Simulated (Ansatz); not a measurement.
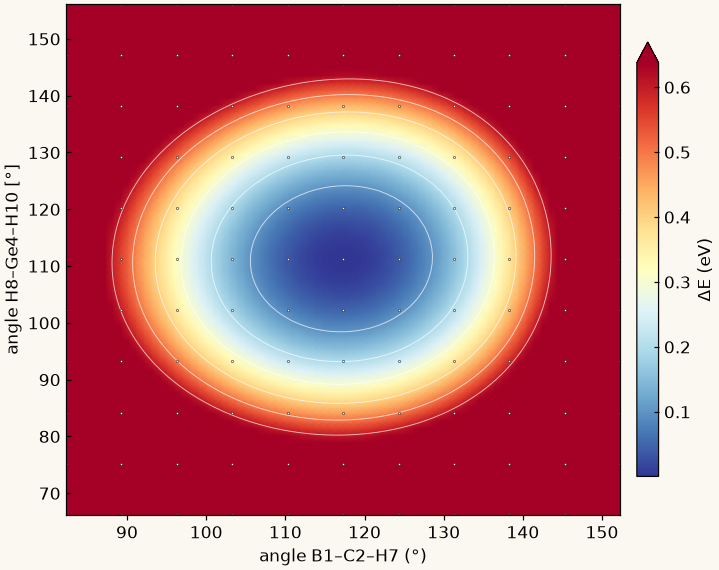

CH₆BClGe, SMILES B[CH](Cl)[GeH3]. Coordinates scanned: (1) angle B1–C2–H7; (2) angle H8–Ge4–H10. Nothing is relaxed (all other coordinates rigid). Grid: 11 × 11 points. Points are written as (first, second). Energies are in eV, from the lowest grid point. Level of theory: RKS PBE0-D4/def2-TZVP (Ansatz 0.2.0).

Drawn: a smooth colour map with a few white contour lines, dots at the grid points, one colour for all values above the top of the scale. Between grid points the surface is interpolated.

Q: Where is the minimum, and how stiff is the well along each coordinate?

A: The interpolated minimum is at angle B1–C2–H7 ≈ 117.3°, angle H8–Ge4–H10 ≈ 111.2°. The curvatures there are about 4.9 eV/rad² and 3.9 eV/rad², with a cross term of about −0.1 eV/rad². Round the minimum the two coordinates are nearly uncoupled.
